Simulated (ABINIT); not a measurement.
# Cl (Cmce): G0W0 in ABINIT against the screening cutoff in the self-energy, part 2 of 2

How does the gap of Cl (Cmce) converge in the screening cutoff in the self-energy?

ABINIT 10.8.3; PBE and many-body steps on it, plane waves. Known limits of the many-body steps: not at the basis limit; coarse k mesh.

So far. Step 2 (Screening, 4×4×2 mesh, 360 bands, screening to 217.7 eV): Local fields lower ε∞ by 19 %. On a Γ-centred mesh this coarse the value itself is usually too large, while a short band sum pulls it down. Step 5 (2.8 Ha): The gap on the mesh goes from 2.47 eV to 5.50 eV, a correction of +3.03 eV.

## (6) 4 Ha

Level of this step: G0W0 on PBE, plane waves, norm-conserving pseudopotentials (ABINIT).

File run.abi:

```
acell 3*1.0 Angstrom
rprim 
  3.145000000000 -2.250000000000 0.000000000000
  3.145000000000 2.250000000000 0.000000000000
  0.000000000000 0.000000000000 8.210000000000
ntypat 1
znucl 17
natom 4
typat 1 1 1 1
xred 
  0.870000000000 0.130000000000 0.100000000000
  0.630000000000 0.370000000000 0.600000000000
  0.130000000000 0.870000000000 0.900000000000
  0.370000000000 0.630000000000 0.400000000000
pp_dirpath "pseudos"
pseudos "Cl.upf"
ecut 25
ngkpt 4 4 2
nshiftk 1
shiftk 0 0 0
kptopt 1
chksymbreak 0
istwfk *1
occopt 1
irdwfk 1
optdriver 4
nband 360
gwcalctyp 0
ecutsigx 25
symsigma 1
nkptgw 2
kptgw 
  0.5000000000 0.5000000000 0.0000000000
  0.0000000000 0.0000000000 0.0000000000
bdgw 
  13 16
  13 16
ecuteps 4
irdscr 1
ppmodel 1
indata_prefix "in"
outdata_prefix "out"
tmpdata_prefix "tmp"
```

Run with:

```console
OMP_NUM_THREADS=1 mpirun -n 4 abinit run.abi > log
```

Output:

```text
.Version 10.8.3 of ABINIT. v10.8.2 released Aug 2026.

 Symmetries : space group Cm c a (# 64); Bravais oC (1-face-center ortho.)
[... echo of the input left out ...]
== DATASET  1 ==================================================================
-   mpi_nproc: 4, omp_nthreads: 1 (-1 if OMP is not activated)

--- !DatasetInfo
iteration_state: {dtset: 1, }
dimensions: {natom: 4, nkpt: 14, mband: 360, nsppol: 1, nspinor: 1, nspden: 1, mpw: 4726, }
cutoff_energies: {ecut:  25.0, pawecutdg:  -1.0, }
[...]
Band     E0 <VxcDFT>   SigX SigC(E0)      Z dSigC/dE  Sig(E)    E-E0       E
[...]
15   1.645 -13.980  -8.981  -3.208   0.796  -0.256 -12.554   1.426   3.071
       16   2.208 -14.626  -9.222  -3.405   0.788  -0.269 -13.050   1.576   3.783

== END DATASET(S) ==============================================================
================================================================================

 -outvars: echo values of variables after computation  --------
           etotal      0.0000000000E+00
            nband         360
             nkpt          14
          spgroup          64
 [... the other variables as echoed above ...]

 Calculation completed.
```

Run time: 38 s. Hardware: 4 MPI ranks of Arm Neoverse V2, shared host; peak memory 3.2 GiB.

This step gave:

| Property | Result |
| --- | --- |
| G0W0 gap on the points computed | 5.576 eV |
| starting gap on the mesh | 2.469 eV |
| k of the valence top | 0.5, 0.5, 0 |
| k of the conduction bottom | 0, 0, 0 |
| least direct G0W0 gap on the computed points | 5.628 eV |

Against the run before, the gap moves by +0.077 eV.

## (7) 6 Ha

run.abi: that of step 6 with these lines changed.

```diff
@@ -37,3 +37,3 @@
   13 16
-ecuteps 4
+ecuteps 6
 irdscr 1
```

Output:

```text
.Version 10.8.3 of ABINIT. v10.8.2 released Aug 2026.

 Symmetries : space group Cm c a (# 64); Bravais oC (1-face-center ortho.)
[... echo of the input left out ...]
== DATASET  1 ==================================================================
-   mpi_nproc: 4, omp_nthreads: 1 (-1 if OMP is not activated)

--- !DatasetInfo
iteration_state: {dtset: 1, }
dimensions: {natom: 4, nkpt: 14, mband: 360, nsppol: 1, nspinor: 1, nspden: 1, mpw: 4726, }
cutoff_energies: {ecut:  25.0, pawecutdg:  -1.0, }
[...]
Band     E0 <VxcDFT>   SigX SigC(E0)      Z dSigC/dE  Sig(E)    E-E0       E
[...]
15   1.645 -13.980  -8.981  -3.270   0.792  -0.263 -12.611   1.369   3.014
       16   2.208 -14.626  -9.222  -3.468   0.783  -0.276 -13.109   1.517   3.725

== END DATASET(S) ==============================================================
================================================================================

 -outvars: echo values of variables after computation  --------
           etotal      0.0000000000E+00
            nband         360
             nkpt          14
          spgroup          64
 [... the other variables as echoed above ...]

 Calculation completed.
```

The job ended after 1.9 min (4 MPI ranks; peak memory 5.4 GiB; 7.6 min of CPU time).

Numbers from this step:

```
G0W0 gap on the points computed              : 5.624 eV
starting gap on the mesh                     : 2.469 eV
k of the valence top                         : 0.5, 0.5, 0
k of the conduction bottom                   : 0, 0, 0
least direct G0W0 gap on the computed points : 5.675 eV
```

Against the run before, the gap moves by +0.048 eV.

## (8) 8 Ha

run.abi: that of step 7 with these lines changed.

```diff
@@ -37,3 +37,3 @@
   13 16
-ecuteps 6
+ecuteps 8
 irdscr 1
```

Output:

```text
.Version 10.8.3 of ABINIT. v10.8.2 released Aug 2026.

 Symmetries : space group Cm c a (# 64); Bravais oC (1-face-center ortho.)
[... echo of the input left out ...]
== DATASET  1 ==================================================================
-   mpi_nproc: 4, omp_nthreads: 1 (-1 if OMP is not activated)

--- !DatasetInfo
iteration_state: {dtset: 1, }
dimensions: {natom: 4, nkpt: 14, mband: 360, nsppol: 1, nspinor: 1, nspden: 1, mpw: 4726, }
cutoff_energies: {ecut:  25.0, pawecutdg:  -1.0, }
[...]
Band     E0 <VxcDFT>   SigX SigC(E0)      Z dSigC/dE  Sig(E)    E-E0       E
[...]
15   1.645 -13.980  -8.981  -3.307   0.790  -0.265 -12.643   1.337   2.983
       16   2.208 -14.626  -9.222  -3.505   0.782  -0.278 -13.141   1.485   3.693

== END DATASET(S) ==============================================================
================================================================================

 -outvars: echo values of variables after computation  --------
           etotal      0.0000000000E+00
            nband         360
             nkpt          14
          spgroup          64
 [... the other variables as echoed above ...]

 Calculation completed.
```

Run time: 4.7 min. Hardware: 4 MPI ranks; peak memory 7.4 GiB.

Numbers from this step:

```yaml
g0w0_gap_on_the_points_computed: 5.626 eV
starting_gap_on_the_mesh: 2.469 eV
k_of_the_valence_top: 0.5, 0.5, 0
k_of_the_conduction_bottom: 0, 0, 0
least_direct_g0w0_gap_on_the_computed_points: 5.676 eV
```

Against the run before, the gap moves by +0.002 eV.

## (9) The runs together

Times are wall times on 4 MPI ranks of Arm Neoverse V2, shared host, good to a factor of about two. A run's time includes the screening step that it read.

| run | mesh | bands | screening cutoff (eV) | DFT gap (eV) | gap on the mesh (eV) | direct (eV) | ε∞ used | time |
| --- | --- | --- | --- | --- | --- | --- | --- | --- |
| 0.8 Ha | 4×4×2 | 360 | 21.8 | 2.469 | 5.737 | 5.800 | 2.81 | 12 min |
| 1.6 Ha | 4×4×2 | 360 | 43.5 | 2.469 | 5.596 | 5.632 | 2.81 | 12 min |
| 2.8 Ha | 4×4×2 | 360 | 76.2 | 2.469 | 5.499 | 5.550 | 2.81 | 12 min |
| 4 Ha | 4×4×2 | 360 | 108.8 | 2.469 | 5.576 | 5.628 | 2.81 | 13 min |
| 6 Ha | 4×4×2 | 360 | 163.3 | 2.469 | 5.624 | 5.675 | 2.81 | 14 min |
| 8 Ha | 4×4×2 | 360 | 217.7 | 2.469 | 5.626 | 5.676 | 2.81 | 17 min |

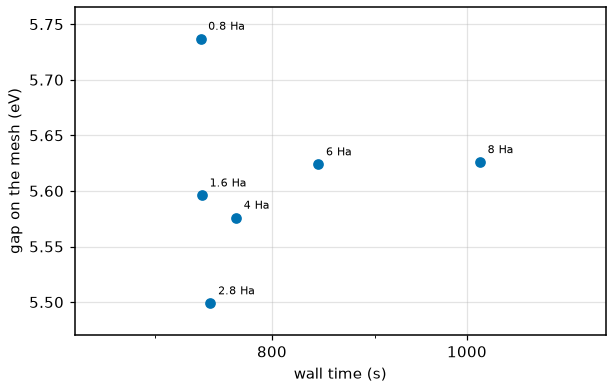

Result against wall time.

## (10) Results

```
0.8 Ha       : 5.737 eV
1.6 Ha       : 5.596 eV
2.8 Ha       : 5.499 eV
4 Ha         : 5.576 eV
6 Ha         : 5.624 eV
8 Ha         : 5.626 eV
known limits : not at the basis limit; coarse k mesh
```

The setting moved: screening cutoff in the self-energy. From 0.8 Ha to 8 Ha the gap moves by −0.11 eV, not steadily: it passes through 5.50 eV. It holds to 0.03 eV from 6 Ha on. Bands and screening cutoff are coupled, so a series along one setting does not show full convergence. Bands and cutoff are finite, so the gap is not at the basis limit. The miss can reach some tenths of an eV and take either sign; the mesh is an error of its own. In the G0W0 runs levels were corrected at 2 k points alone, so a gap called «on the mesh» is the least over those, and an edge elsewhere would be missed. The 4×4×2 mesh is coarse for this cell, which bears on the long-range parts of exchange and screening.

[Paths, hosts, dates, memory and timing lines, banners, echoed tables and standing remarks are left out of the program output.]

[Logs are printed without paths, hosts, clocks, repeated set-up lines and the standing remarks that a program may print on its own settings, such as how far it seeks lower states.]

[Runs of the session that timed out or met a known fault of the program may be left out.]

[Hosts, paths, dates, database ids (printed as entryN), source tags and the programs' standing remarks are cut or masked in the printed files.]

[G0W0 gaps are taken among the corrected bands and points alone; a level outside them can change the order at an edge.]

[Where Ansatz stands beside ABINIT at settings called matched, ABINIT's density can come from a denser mesh and the files from another edition; pairs whose starting gaps differed by over 0.03 eV were left out, so agreement reads better than it is.]
